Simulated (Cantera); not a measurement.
A closed system holds: 1 mol SiCl4, 7.1 mol N2, 1.6 mol NH3, at 0.490 bar.

These are equilibrium values from Cantera (NASA tables, ideal gas, pure condensed phases), not measurements of a reactor. Candidate condensed phases: NH4Cl, Si, Si3N4; 28 gas species. The tables' values for SiCl3, SiCl are old estimates; treat these amounts as uncertain. The numbers say what is thermodynamically allowed, not how fast it happens.

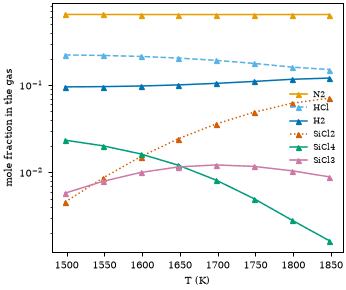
*Equilibrium gas composition (values under 1e-9 drawn at 1e-9)*

From 1498 K to 1798 K the condensed part is Si3N4(s). At 1848 K nothing is condensed. The main Si-bearing gas is SiCl4 at 1498 K and SiCl2 at 1848 K. The share of Si in condensed phases is highest at 1498 K (59.8 %) and lowest at 1848 K (0.0 %).
